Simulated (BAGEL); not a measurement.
# singlet CH4ClGeO+, step by step

Aim: the energy (singlet CH4ClGeO+, HF/def2-SVP), then the energy (doublet CH4ClGeO, NEVPT2(3,3)/def2-SVP) of CH4ClGeO. 

The results are computed with BAGEL 1.2.2.

2 further runs of the same task are left out: 2 set aside as unsound or not needed.

**1. The structure to begin with**

CH4ClGeO+: 8 atoms, total charge +1, spin state singlet. SMILES of the parent species: `[CH3][Ge]([OH])[Cl]`. One bond was lengthened or shortened from a relaxed shape. That shape belongs to the parent species and isn't relaxed for this state.

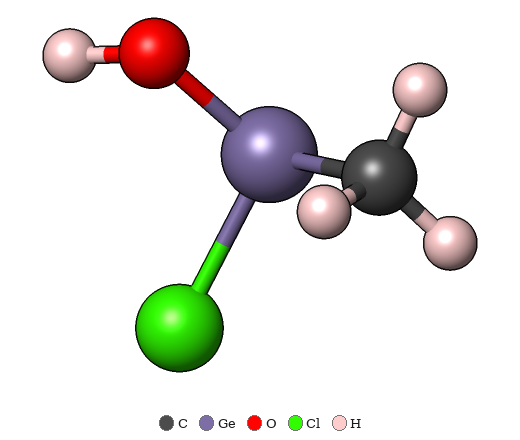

Viewed from a chosen angle; carbon dark grey, germanium purple, oxygen red, chlorine green, hydrogen pink.

**2. A single-point energy at HF/def2-SVP (density fitting with svp-jkfit) (run 1)**

Input file job.json:

```json
{ "bagel" : [

{
  "title" : "molecule",
  "basis" : "svp",
  "df_basis" : "svp-jkfit",
  "angstrom" : false,
  "geometry" : [
    { "atom" : "C", "xyz" : [  0.16912860,  2.60287853, -0.06324157 ] },
    { "atom" : "Ge", "xyz" : [ -1.21320606, -0.77708562,  0.53882517 ] },
    { "atom" : "O", "xyz" : [  1.38724606, -2.57440414,  1.68645584 ] },
    { "atom" : "Cl", "xyz" : [ -2.31982968, -2.43739899, -3.07452015 ] },
    { "atom" : "H", "xyz" : [  0.82958788,  3.39146124,  1.72065989 ] },
    { "atom" : "H", "xyz" : [  1.75064039,  2.39028434, -1.37036513 ] },
    { "atom" : "H", "xyz" : [ -1.27613394,  3.81438195, -0.88527244 ] },
    { "atom" : "H", "xyz" : [  1.10473389, -4.63587613,  1.50630069 ] }
  ]
},
{ "title" : "hf", "charge" : 1 },
{ "title" : "print", "file" : "orbitals.molden", "orbitals" : true }

]}
```

Launch:

```console
$ BAGEL_NUM_THREADS=1 BAGEL job.json > job.out
```

Log:

```text
* using 1 threads per process

  ===============================================================
  ===============================================================

  *** Geometry ***

  { "atom" : "C", "xyz" : [      0.169129,      2.602879,     -0.063242 ] },
  { "atom" : "Ge", "xyz" : [     -1.213206,     -0.777086,      0.538825 ] },
  { "atom" : "O", "xyz" : [      1.387246,     -2.574404,      1.686456 ] },
  { "atom" : "Cl", "xyz" : [     -2.319830,     -2.437399,     -3.074520 ] },
  { "atom" : "H", "xyz" : [      0.829588,      3.391461,      1.720660 ] },
  { "atom" : "H", "xyz" : [      1.750640,      2.390284,     -1.370365 ] },
  { "atom" : "H", "xyz" : [     -1.276134,      3.814382,     -0.885272 ] },
  { "atom" : "H", "xyz" : [      1.104734,     -4.635876,      1.506301 ] },

  Number of auxiliary basis functions:      618

  Since a DF basis is specified, we compute 2- and 3-index integrals:
    o Being stored without compression. Storage requirement is 0.047 GB

  Number of basis functions:       98
  Number of electrons      :       67

    * METHOD: MOLECULE                             0.42

  *** RHF ***

  === Nuclear Repulsion ===
   362.3354818896

      * DIIS with orbital gradients will be used.

  === RHF iteration (svp) ===
      0      -2648.92210269          0.01700400           0.18
      1      -2649.01967916          0.01460447           0.18
      2      -2649.15064072          0.00179465           0.18
      3      -2649.15324829          0.00063503           0.17
      4      -2649.15369012          0.00015036           0.17
      5      -2649.15371535          0.00005114           0.19
      6      -2649.15371883          0.00002164           0.18
      7      -2649.15371976          0.00000600           0.18
      8      -2649.15371985          0.00000364           0.18
      9      -2649.15371987          0.00000174           0.18
     10      -2649.15371988          0.00000091           0.19
     11      -2649.15371988          0.00000029           0.18
     12      -2649.15371988          0.00000012           0.18
     13      -2649.15371988          0.00000006           0.18
     14      -2649.15371988          0.00000002           0.18
     15      -2649.15371988          0.00000001           0.18
     16      -2649.15371988          0.00000001           0.18
    * SCF iteration converged.

    * Permanent dipole moment:
           (    0.461256,    -0.556046,    -0.988883) a.u.

    * METHOD: HF                                   3.43

    * METHOD: PRINT                                0.02

  ===============================================================
```

Wall time 4.2 s (1 thread of Arm Neoverse V2, shared host); peak memory 0.18 GiB.

**3. Doublet neutral CH4ClGeO: a single-point energy at NEVPT2(3,3)/def2-SVP (density fitting with svp-jkfit) (run 2)**

Input file calc.json:

```json
{ "bagel": [

{
  "title": "molecule",
  "basis": "svp",
  "df_basis": "svp-jkfit",
  "geometry": [
    { "atom": "C", "xyz": [     0.16912860,     2.60287853,    -0.06324157 ] },
    { "atom": "Ge", "xyz": [    -1.21320606,    -0.77708562,     0.53882517 ] },
    { "atom": "O", "xyz": [     1.38724606,    -2.57440414,     1.68645584 ] },
    { "atom": "Cl", "xyz": [    -2.31982968,    -2.43739899,    -3.07452015 ] },
    { "atom": "H", "xyz": [     0.82958788,     3.39146124,     1.72065989 ] },
    { "atom": "H", "xyz": [     1.75064039,     2.39028434,    -1.37036513 ] },
    { "atom": "H", "xyz": [    -1.27613394,     3.81438195,    -0.88527244 ] },
    { "atom": "H", "xyz": [     1.10473389,    -4.63587613,     1.50630069 ] }
  ]
},

{ "title": "hf", "charge": 1 },

{ "title": "casscf", "nstate": 1, "nact": 3, "nclosed": 32, "nspin": 1, "active": [22, 34, 35], "maxiter": 200, "natocc": true },

{
  "title": "nevpt2",
  "nstate": 1,
  "nact": 3,
  "nclosed": 32,
  "nspin": 1,
  "active": [22, 34, 35],
  "maxiter": 200,
  "natocc": true,
  "ncore": 16
},

{ "title": "print", "file": "orbitals.molden", "orbitals": true }

]}
```

Launch:

```console
$ BAGEL_NUM_THREADS=1 BAGEL calc.json > calc.out
```

Log:

```text
* using 1 threads per process

  ===============================================================
  ===============================================================

  *** Geometry ***

  { "atom" : "C", "xyz" : [      0.169129,      2.602879,     -0.063242 ] },
  { "atom" : "Ge", "xyz" : [     -1.213206,     -0.777086,      0.538825 ] },
  { "atom" : "O", "xyz" : [      1.387246,     -2.574404,      1.686456 ] },
[... 4 lines of this table left out ...]
  { "atom" : "H", "xyz" : [      1.104734,     -4.635876,      1.506301 ] },

  Number of auxiliary basis functions:      618

  Since a DF basis is specified, we compute 2- and 3-index integrals:
    o Being stored without compression. Storage requirement is 0.047 GB

  Number of basis functions:       98
  Number of electrons      :       67

    * METHOD: MOLECULE                             0.42

  *** RHF ***

[... 11 lines left out ...]
    * SCF iteration converged.
[... 1 line left out ...]
    * Permanent dipole moment:
[... 28 lines left out ...]
    * Second-order optimization converged. *
[... 5 lines left out ...]
      0  0     -2649.45639762     6.87e-02      0.00
      1  0     -2649.48297560     3.27e-03      0.00
      2  0     -2649.48307323     1.35e-04      0.00
      3  0     -2649.48307341     1.50e-05      0.00
      4  0     -2649.48307342     7.33e-07      0.00
      5  0     -2649.48307342     5.73e-08      0.00
      6  0 *   -2649.48307342     9.76e-12      0.00

     * ci vector, state   0, <S^2> = 0.7500
       2a.     0.9917135701
       .a2     0.1283131165

    * METHOD: CASSCF                              22.80

    * freezing 16 orbitals

  === DF-NEVPT2 calculation ===

    * 3-index integral transformation done
    * assembly done

      NEVPT2 correlation energy:   -0.6547617954      0.30

          (+0)     -0.5279944347
          (+0)'    -0.0404584260
          (+1)     -0.0214218941
          (+1)'    -0.0012171870
          (+2)     -0.0005807430
          (-1)     -0.0552031966
          (-1)'    -0.0009165532
          (-2)     -0.0069693609

      NEVPT2 total energy:       -2650.1378352119

    * METHOD: NEVPT2                               0.61

    * METHOD: PRINT                                0.02

  ===============================================================
```

It took 28 s on 1 thread of Arm Neoverse V2, shared host; peak memory 0.19 GiB.

**4. Outcome**

| quantity | value |
| --- | --- |
| run 1, HF/def2-SVP: total energy | -2649.15372 Eh |
| run 1, HF/def2-SVP: HOMO energy | -17.87 eV |
| run 1, HF/def2-SVP: LUMO energy | -7.30 eV |
| run 1, HF/def2-SVP: HOMO–LUMO gap | 10.56 eV |
| doublet neutral CH4ClGeO: total energy | -2650.13784 Eh |
